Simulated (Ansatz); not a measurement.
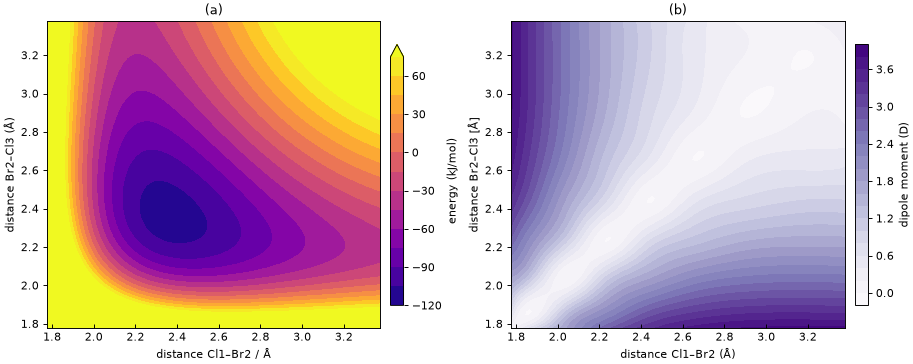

The system Cl + BrCl, spin multiplicity 2. First axis: distance Cl1–Br2. Second axis: distance Br2–Cl3. Nothing is relaxed (the angle Cl1–Br2–Cl3 is fixed at 180 degrees). The grid has 9 × 9 points; 45 points were computed and 36 follow by symmetry. Energies are in kJ/mol, from Cl far from the relaxed BrCl (each part in its own basis). In part of the range the unrestricted reference is strongly spin-contaminated. The calculation used UKS PBE-D4/def2-SVPD (Ansatz).

Panel (a) is the energy; panel (b) is the computed dipole moment, in D.

The picture shows filled contours, one colour for all values above the top of the scale. Between grid points the surface is interpolated.

### How does the dipole moment vary over the map, and what is it at the lowest grid point?

Leaving out the highest fifth of the energies, it runs from 0.00 D at distance Cl1–Br2 = 2.040 Å, distance Br2–Cl3 = 2.040 Å to 3.66 D at distance Cl1–Br2 = 1.776 Å, distance Br2–Cl3 = 2.644 Å. At the lowest grid point, distance Cl1–Br2 = 2.426 Å, distance Br2–Cl3 = 2.426 Å, it is 0.00 D.

```csv
"distance Br2–Cl3 ↓, distance Cl1–Br2 →",1.776,1.883,2.040,2.223,2.426,2.644,2.877,3.121,3.376
3.376,3.85,3.24,2.46,1.71,1.05,0.54,0.16,0.11,0.39
3.121,3.85,3.26,2.48,1.71,1.03,0.51,0.15,0.00,0.11
2.877,3.81,3.22,2.42,1.60,0.88,0.34,0.00,0.15,0.16
2.644,3.66,3.05,2.19,1.31,0.55,0.00,0.34,0.51,0.54
2.426,3.32,2.66,1.73,0.79,0.00,0.55,0.88,1.03,1.05
2.223,2.69,1.97,0.98,0.00,0.79,1.31,1.60,1.71,1.71
2.040,1.78,1.03,0.00,0.98,1.73,2.19,2.42,2.48,2.46
1.883,0.77,0.00,1.03,1.97,2.66,3.05,3.22,3.26,3.24
1.776,0.00,0.77,1.78,2.69,3.32,3.66,3.81,3.85,3.85
```
